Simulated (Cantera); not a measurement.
Feed: 1 mol SiC, 0.074 mol H2O, 870 mol H2, 0.057 mol N2O, equilibrated at 0.00133 bar.

Cantera equilibrium calculation (NASA polynomials, part measured and part estimated; ideal gas, pure solids and liquids). Candidate condensed phases: C, C6H6, C7H8, C8H18, H2O, Si, SiC, SiO2, Si2N2O, Si3N4; 151 gas species. Mutual solubility and eutectic melting of coexisting phases are not modelled. The numbers say what is thermodynamically allowed, not how fast it happens.

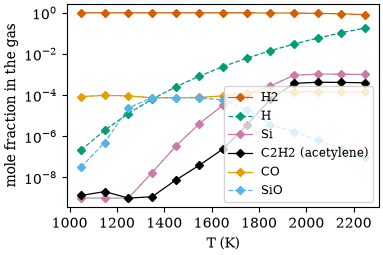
Figure. Equilibrium gas composition (values under 1e-9 drawn at 1e-9)

From 1048 K to 1248 K the condensed part is SiC(s) + Si2N2O(s). From 1348 K to 1948 K the condensed part is SiC(s). From 2048 K to 2248 K nothing is condensed. The main Si-bearing gas is SiO at 1048 K and Si at 2248 K.
